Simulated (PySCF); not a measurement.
Run report: WOF4, frequency calculation

- system: WOF4
- method: RKS-based PBE0, W def2-TZVP with ECP60, O def2-TZVP, F def2-TZVP; non-relativistic Hamiltonian with a scalar-relativistic core potential; density fitting (PySCF 2.14.0)

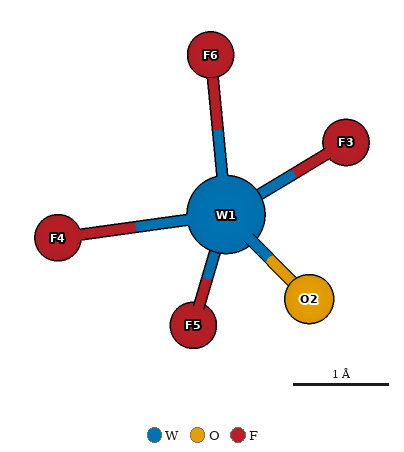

*The structure as given in the input (ball-and-stick view, seen at a tilt; atoms are numbered from 1 in the order of the input). Sticks mark near contacts.*

Bond lengths as drawn: F–W 1.85 Å and O–W 1.67 Å.

Results in brief:

- outcome: converged
- total energy: −541.704784 hartree
- HOMO: −11.69 eV
- LUMO: −4.05 eV
- zero-point energy: 0.012930 hartree
- dipole moment: 0.44 D
- wavenumbers, lowest and highest: 102 and 1104 cm⁻¹
- hardware: 4 threads of Arm Neoverse V2, 112 GiB of memory available, shared host
- wall time: 2 min (CPU time 6.4 min)
- peak memory: 2.5 GiB

Input file:
```python
from pyscf import gto, scf, dft
mol = gto.M(atom='''
W     -0.000000    -0.034523    -0.000000
O     -0.000000    -1.705245    -0.000001
F      1.783806     0.447463     0.000000
F     -1.783806     0.447463     0.000000
F      0.000000     0.447465    -1.783805
F     -0.000000     0.447462     1.783806''',
    basis={'W': 'def2-TZVP', 'O': 'def2-TZVP', 'F': 'def2-TZVP'},
    ecp={'W': 'def2-TZVP'},
    charge=0, spin=0)
mf = dft.RKS(mol, xc='PBE0')
mf.grids.atom_grid = (75, 302)
aux = {'W': 'def2-universal-JKFIT', 'O': 'def2-universal-JKFIT', 'F': 'def2-universal-JKFIT'}
mf = mf.density_fit(auxbasis=aux)
mf.conv_tol = 1e-09
mf.diis_space = 10
mf.max_cycle = 60
mf.verbose = 4
mf.kernel()
```

The script is an equivalent of the set-up of the self-consistent field. The run itself was carried out by a driver, which started from the orbitals of the step before it where there was one and computed the further properties.

Launch command:
```bash
OMP_NUM_THREADS=4 python axn.py task.json out
```

What the program printed:
```
init E= -541.704784470082
  HOMO = -0.429669857827986  LUMO = -0.149009783220897  gap/eV = 7.63715
cycle= 1 E= -541.704784470065  delta_E= 1.68e-11  |g|= 1.08e-05  |ddm|= 8.3e-06
  HOMO = -0.429670263111935  LUMO = -0.149011360246938  gap/eV = 7.63712
cycle= 2 E= -541.704784470004  delta_E= 6.05e-11  |g|= 2.23e-05  |ddm|= 1.7e-05
  HOMO = -0.429670178458525  LUMO = -0.1490102530245  gap/eV = 7.63715
cycle= 3 E= -541.704784470085  delta_E= -8.03e-11  |g|= 2.23e-06  |ddm|= 1.17e-05
  HOMO = -0.429669670612543  LUMO = -0.149010484903645  gap/eV = 7.63713
Extra cycle  E= -541.704784470075  delta_E= 9.78e-12  |g|= 6.92e-06  |ddm|= 4.25e-06
converged SCF energy = -541.704784470075
```

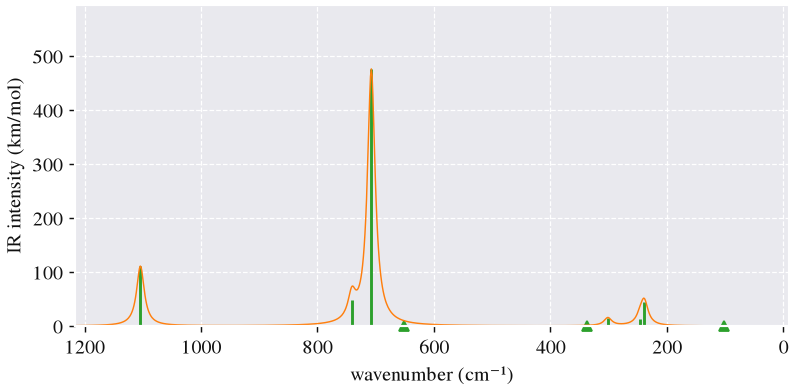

*Harmonic infrared spectrum, unscaled: sticks (degenerate modes added up, dark ones marked on the axis) with a Lorentzian envelope of 16 cm⁻¹ full width, scaled to the tallest stick.*

12 modes from 102 to 1104 cm⁻¹, none imaginary. The strongest line is at 707 cm⁻¹ (476 km/mol). All modes, in cm⁻¹ (km/mol): 102 (0.0), 239 (22), 239 (22), 246 (13.0), 301 (7.4), 301 (7.4), 337 (0.0), 651 (0.0), 707 (238), 707 (238), 741 (48), 1104 (112).

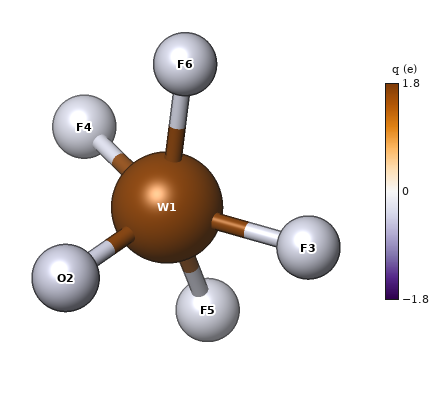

*Mulliken charges, as the colour of each atom (ball-and-stick view, seen at a tilt; atoms are numbered from 1 in the order of the input; Mulliken charges depend strongly on the basis).*

By element: W +1.73, O −0.39 and F −0.33 e.
